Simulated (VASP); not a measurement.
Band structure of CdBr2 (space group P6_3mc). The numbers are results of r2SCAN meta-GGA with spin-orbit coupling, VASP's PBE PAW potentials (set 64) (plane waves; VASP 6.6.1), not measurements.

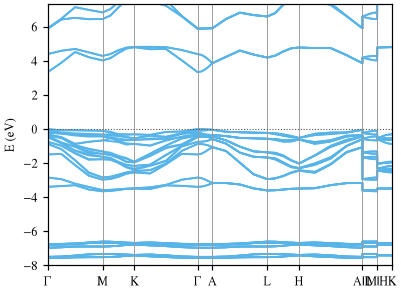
Figure: Bands along high-symmetry lines, zero at the valence-band maximum or, without a gap, the Fermi level

### Question
Read the plot: is there a gap, and where are the band edges?

### Answer
The gap is direct, 3.33 eV, from the valence maximum at Γ to the conduction minimum at Γ.

The structure comes from a computed database's CdBr2 entry (P6_3mc); how it stands against other phases isn't given here. It was relaxed first.
